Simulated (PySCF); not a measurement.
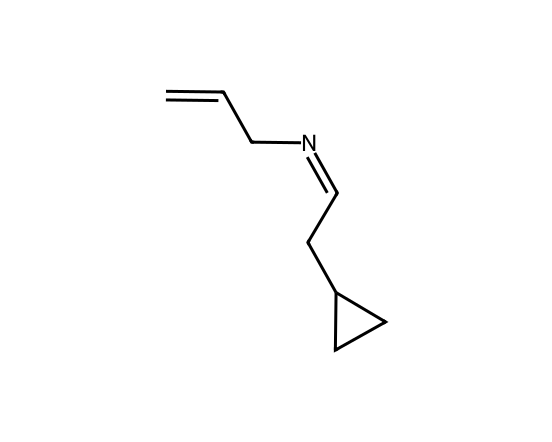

2D structure.

**Transcribe the drawing into SMILES.**

C=CC/N=C\CC1CC1

**What is the molecular formula?**

C8H13N.

**An optimisation with PBE0-D3(BJ)/def2-SVP gave a structure of which point group?**

C1. Other conformers may differ.

The parts below concern this one geometry. Atoms keep their numbers from picture to picture. The computed structure is the end point of a PBE0-D3(BJ)/def2-SVP optimisation. No frequency run is at hand to confirm it as a minimum.

Geometry

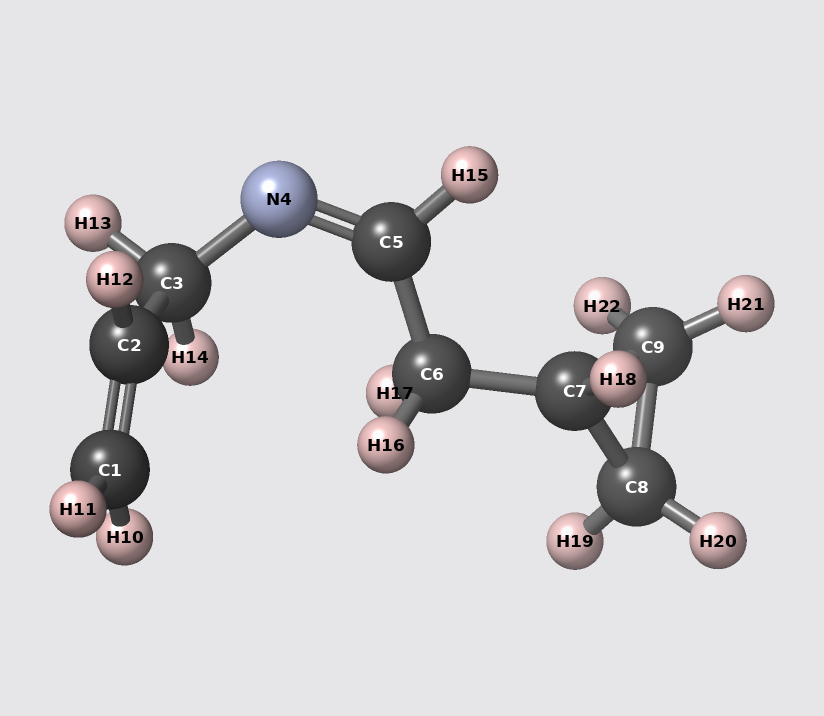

The atoms are numbered. No frequency run is at hand to confirm it as a minimum.

**Describe the coordination of atom 4.**

N4 has 2 neighbours (C3 at 1.45, C5 at 1.27 Å); the arrangement is bent.

**What is the geometry at C3?**

C3 has 4 neighbours (C2 at 1.50, N4 at 1.45, H13 at 1.10, H14 at 1.11 Å); the arrangement is tetrahedral.

**What is the geometry at C2?**

C2 has 3 neighbours (C1 at 1.33, C3 at 1.50, H12 at 1.10 Å); the arrangement is trigonal planar.

**Describe the coordination of atom 1.**

C1 has 3 neighbours (C2 at 1.33, H10 at 1.10, H11 at 1.09 Å); the arrangement is trigonal planar.

**What is the dihedral angle C6–C7–C8–C9?**

109° in size, that is anticlinal.

Charges

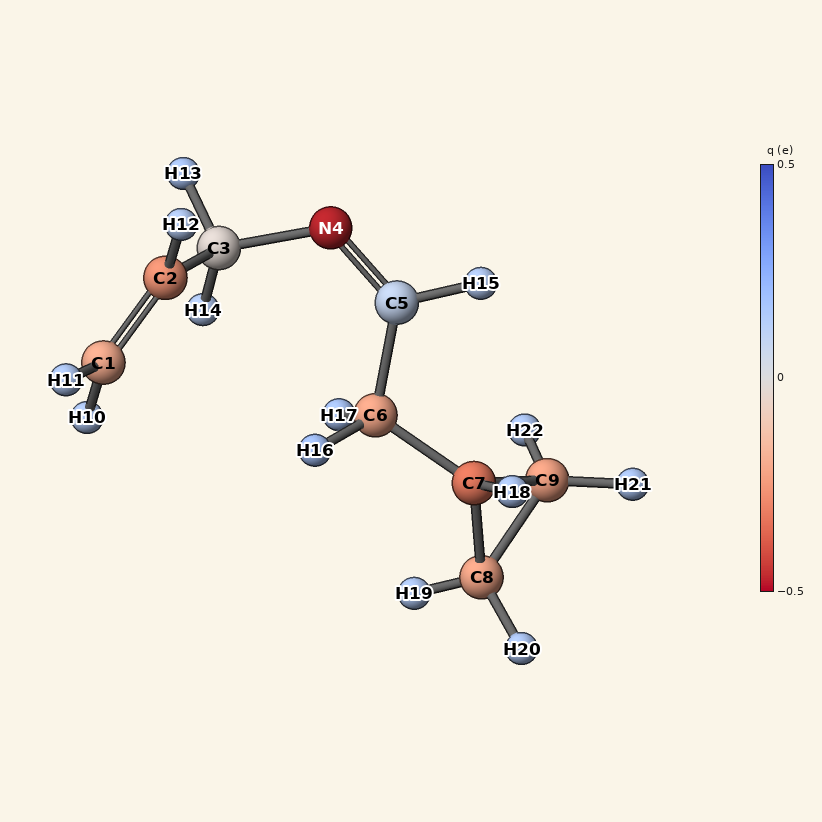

Atoms are coloured by their Mulliken charges. No frequency run is at hand to confirm it as a minimum. Level of theory: PBE0/pcSseg-1 in dichloromethane (IEF-PCM) (PySCF 2.14.0).

**Which atom carries the highest charge (most positive or least negative)?**

H16 (0.17 e).

**And the lowest?**

N4 (−0.47 e).

List the Mulliken charges.

| atom | value (e) |
| --- | --- |
| C1 | −0.19 |
| C2 | −0.25 |
| C3 | −0.02 |
| N4 | −0.47 |
| C5 | 0.08 |
| C6 | −0.20 |
| C7 | −0.31 |
| C8 | −0.21 |
| C9 | −0.22 |
| H10 | 0.13 |
| H11 | 0.14 |
| H12 | 0.12 |
| H13 | 0.15 |
| H14 | 0.12 |
| H15 | 0.13 |
| H16 | 0.17 |
| H17 | 0.16 |
| H18 | 0.14 |
| H19 | 0.14 |
| H20 | 0.14 |
| H21 | 0.14 |
| H22 | 0.14 |

Electronic properties

No frequency run is at hand to confirm it as a minimum. Method: PBE0/pcSseg-1 in dimethylsulfoxide (IEF-PCM) (PySCF 2.14.0).

**What is the HOMO energy (Kohn–Sham orbital)?**

−7.08 eV.

**Estimate the LUMO energy (Kohn–Sham orbital).**

−0.20 eV.

**Give the dipole moment at this level.**

2.71 D.

Ring current

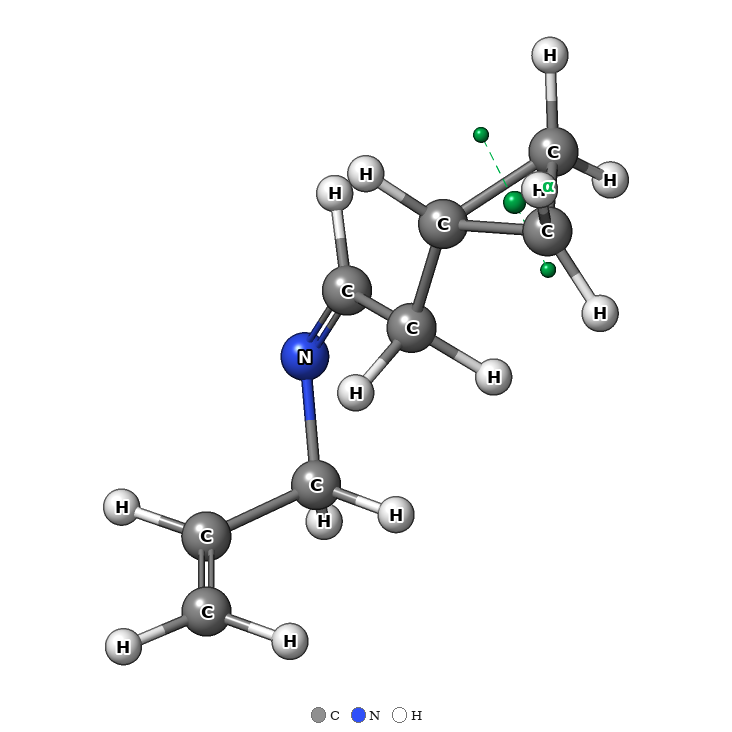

The small points mark where nucleus-independent chemical shifts (NICS) were computed: at the centre of each lettered ring and 1 Å above and below it. No frequency run is at hand to confirm it as a minimum. Level of theory: GIAO PBE0/pcSseg-1 NMR shielding, non-relativistic, IEF-PCM dimethylsulfoxide (PySCF 2.14.0).

Give NICS(0), NICS(1) and the out-of-plane component NICS(1)zz for each ring (means of the two sides).

```json
{"ring": "α", "members": "C3", "NICS(0)": "−44.0", "NICS(1)": "−8.7", "NICS(1)zz": "−22.9"}
```

Values in ppm.

NMR shielding

The questions are on isotropic NMR shieldings of the H atoms. No frequency run is at hand to confirm it as a minimum. Properties computed with GIAO PBE0/pcSseg-1 NMR shielding, non-relativistic, IEF-PCM dichloromethane (PySCF 2.14.0).

Give the isotropic NMR shieldings of the H atoms atom by atom.

| atom | σ (ppm) |
| --- | --- |
| H10 | 25.79 |
| H11 | 25.79 |
| H12 | 25.10 |
| H13 | 26.82 |
| H14 | 27.42 |
| H15 | 23.38 |
| H16 | 28.61 |
| H17 | 29.91 |
| H18 | 30.44 |
| H19 | 31.09 |
| H20 | 30.68 |
| H21 | 30.66 |
| H22 | 31.15 |

Mulliken values depend strongly on the basis set and can even reverse the polarity of a bond.
